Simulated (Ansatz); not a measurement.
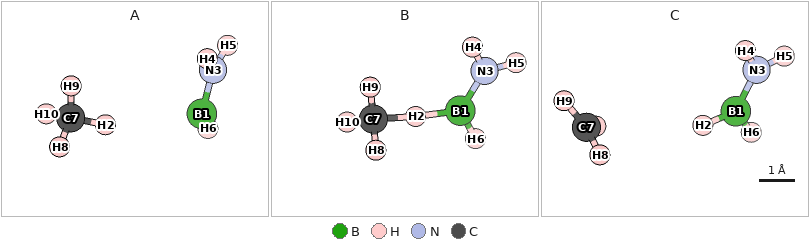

3 geometries from a converged minimum-energy path of CH7BN (multiplicity 2), made up at the start of BNH$_{4}$ and CH$_{3}$, shuffled. A ball-and-stick model, seen at a tilt.

These are results of UKS BHLYP/def2-SVP in Ansatz, not measurements. Settings: 7 movable images; climbing image; force threshold 0.03 eV/Å; iteration limit 60; starting path through a guess of the saddle point.

Which frame is the top of the path?

Answer. B. In order along the path, whose images run from 0 to 8: C (image 0, 0.0 kJ/mol), B (image 5, +74.8 kJ/mol), A (image 7, +1.4 kJ/mol). A hydrogen atom shifts from one atom to another. Breaking: B1–H2 (1.20 → 1.45 at the top → 3.19 Å). Forming: H2–C7 (3.60 → 1.39 at the top → 1.09 Å).

Limits of the set-up: the start holds two separate molecules, 3.1 Å apart at their closest, whose relative position is a soft coordinate and is computed without a dispersion correction.

Cost: 7.4 min on 2 threads of Arm Neoverse V2, on a shared host, peak memory 0.2 GiB.
